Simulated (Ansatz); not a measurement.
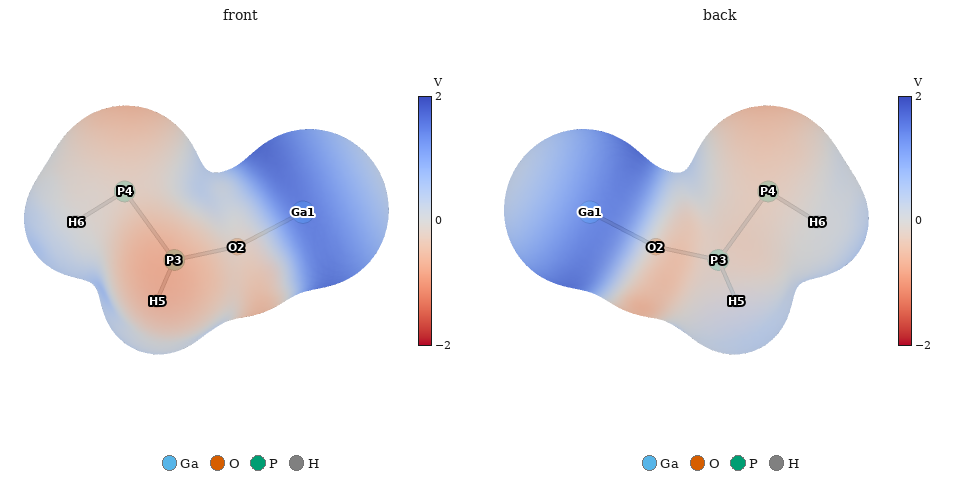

*GaH2OP2 (doublet). The electrostatic potential painted on the density surface at 0.002 e/bohr³, seen from the front and from behind; red is negative and blue positive.*

Geometry: PBE-D3(BJ)/def2-SVP.

Level of theory: isolated molecule in a Gaussian basis; Kohn-Sham density functional theory, functional PBE0 (Ansatz).

Input

```
crystal:
  periodic: [false, false, false]
  atoms:
    - symbol: Ga
      position_ang: [2.596686, 0.123214, 0.669031]
    - symbol: O
      position_ang: [0.820454, 0.596728, 0.576322]
    - symbol: P
      position_ang: [-0.714069, 1.043016, 0.985566]
    - symbol: P
      position_ang: [-0.465966, 2.846135, 2.203770]
    - symbol: H
      position_ang: [-1.162476, 1.691413, -0.238165]
    - symbol: H
      position_ang: [-1.895530, 3.066172, 2.114504]
basis:
  gaussian:
    orbitals: def2-TZVPD
magnetization:
  spin_polarized: true
  initial_magnetization: 1
output: {forces: true, orbitals: {seedname: orbitals}}
hamiltonian:
  xc: pbe0
```

Run with:

```sh
ansatz run input.yaml --threads 2 --pin off --max-ram 4350MiB --events-out events.jsonl --progress --plain --runs-dir runs
```

**Describe the electrostatic potential map.**

The most negative region (about −0.9 V) lies over P3, the most positive (about +1.7 V) over Ga1.

**What dipole moment does the calculation give?**

Its dipole moment is 2.00 D.
